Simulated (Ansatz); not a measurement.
Base system: Ca in the fcc (Cu type) structure (space group Fm-3m, No. 225; a = 5.4552 Å).

Structures relaxed with Ansatz (a quantum-chemistry and plane-wave program), PBEsol, PAW, cutoff 420 eV, scalar-relativistic without spin-orbit coupling.

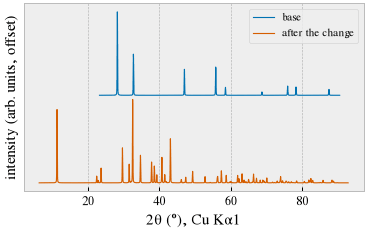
Figure: Simulated powder patterns before (top) and after one change

Problem. Name the change that was made.
A. x(Ti) = 0.25, 4 atoms, P4/mmm
B. x(Ti) = 0.75, 4 atoms, P4/mmm
C. x(Ti) = 0.5, 4 atoms, I4_1/amd
D. x(Ti) = 0.5, 4 atoms, C2/m

Solution. D, x(Ti) = 0.5, 4 atoms, C2/m. Its volume per atom is 26.89 Å³ against 40.59 Å³, and its space group is C2/m (No. 12).

These are small ordered cells, not random alloys; other orderings at the same x differ. No phonon test of stability was made. All final runs are without spin polarisation. CaTi, CaTi3 and Ca3Ti have a high density of states at the Fermi level and may be magnetic at this level. Under x(Ti) = 0.5, 4 atoms, C2/m the cell changed shape so far that it is another structure.
